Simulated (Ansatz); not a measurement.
## Electronic structure of CH5Cl2GaO (SMILES [CH3][Ga-]([OH2+])([Cl])[Cl]) in real space

The calculation's input:

```
crystal:
  periodic: [false, false, false]
  atoms:
    - {symbol: C, position_ang: [-1.562158, -0.523423, 0.289430]}
    - {symbol: Ga, position_ang: [-0.002444, 0.261271, -0.570213]}
    - {symbol: O, position_ang: [1.653141, 0.048144, 0.735106]}
    - {symbol: Cl, position_ang: [1.037774, -0.776642, -2.184078]}
    - {symbol: Cl, position_ang: [0.258921, 2.425769, -0.672973]}
    - {symbol: H, position_ang: [-1.770260, -0.013362, 1.230550]}
    - {symbol: H, position_ang: [-1.393664, -1.583694, 0.480687]}
    - {symbol: H, position_ang: [-2.431783, -0.421011, -0.361545]}
    - {symbol: H, position_ang: [2.313446, -0.419722, 0.204687]}
    - {symbol: H, position_ang: [1.980126, 0.951370, 0.851346]}
basis:
  gaussian: {orbitals: def2-TZVPP}
hamiltonian: {xc: pbe0, dispersion: d4}
output: {orbitals: {seedname: orbitals}}
```

Run with:

```sh
ansatz run in.yaml --threads 2 --pin off --events-out ev --progress --plain --max-ram 32768MiB --backend cpu
```

Geometry: PBE0-D4/def2-TZVP.

Method: RKS PBE0-D4/def2-TZVPP in Ansatz.

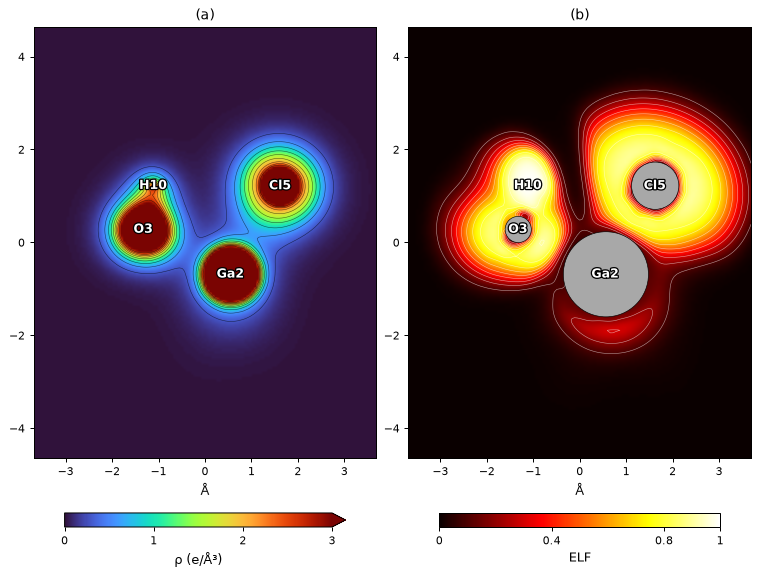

Figure 1. (a) total electron density; (b) electron localisation function on the plane of atoms Ga2, O3 and H10. Grey discs cover the atomic cores in the ELF map.

> Describe what can be read from this map.

The section cuts through Ga, O, Cl and H sites. Ga–O (2.12 Å): ρ is about 0.42 e/Å³ halfway; the ELF peaks at about 0.90 in the valence shell of O, 0.6 Å from its nucleus, and is about 0.20 at the midpoint. Ga–Cl (2.18 Å): ρ at the midpoint is about 0.68 e/Å³; the ELF peaks at about 0.85 in the valence shell of Cl, 0.8 Å from its nucleus, and is about 0.60 at the midpoint. O–H (0.97 Å): the density is about 3.8 e/Å³ at the midpoint; the ELF climbs to about 1 towards the hydrogen, as it does in any bond to H (a covalent bond by its length). The ELF also peaks beside Cl5, away from the bonds: lone-pair regions.

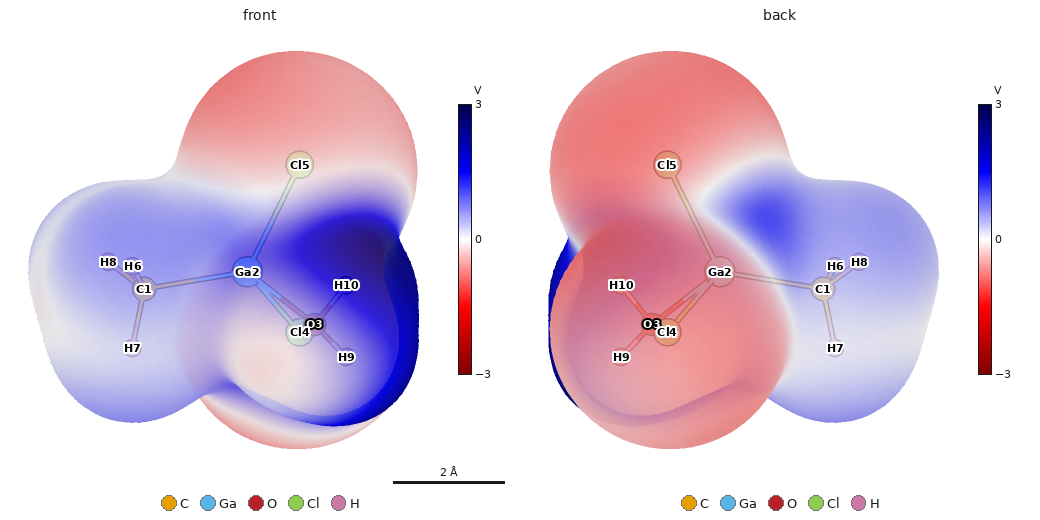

Figure 2. The electrostatic potential painted on the density surface at 0.001 e/bohr³, seen from the front and from behind; the colour scale runs from red (negative) to blue (positive).

> Where is the surface potential most negative and most positive?

The most negative region (about −0.9 V, or −21 kcal/mol for a unit charge) lies over Cl4 and Cl5, the most positive (about +2.6 V, or +60 kcal/mol for a unit charge) over H9 and H10.

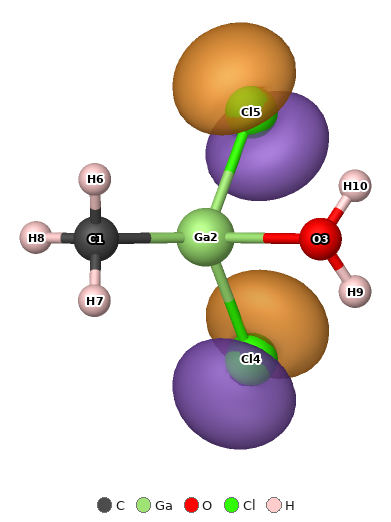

Figure 3. The HOMO−1 at ±0.15 Å⁻³ᐟ² (orange and purple are the two phases), seen at a tilt.

> What is the character of this orbital?

Its weight (Hirshfeld) is mainly on Cl4 (about 45 %) and Cl5 (about 45 %); largely a combination of lone pairs on Cl4 and Cl5. Its energy is −8.53 eV.

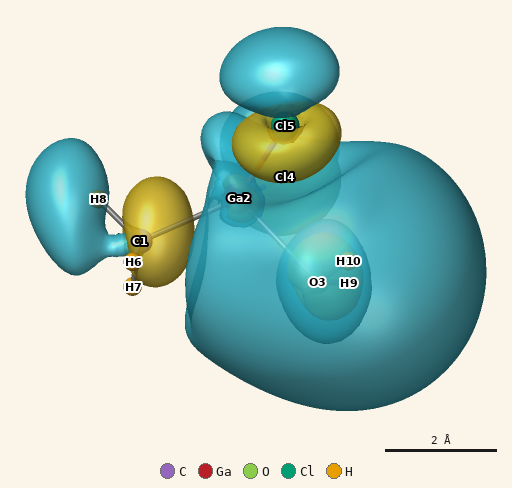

Figure 4. The LUMO at ±0.04 Å⁻³ᐟ² (yellow and cyan are the two phases), seen from one side.

> What is the character of this orbital?

It lies mainly on H10 (about 20 %), H9 (about 20 %), Ga2 (about 15 %), O3 (about 15 %), Cl4 (about 5 %) and Cl5 (about 5 %). Its energy is −0.31 eV.
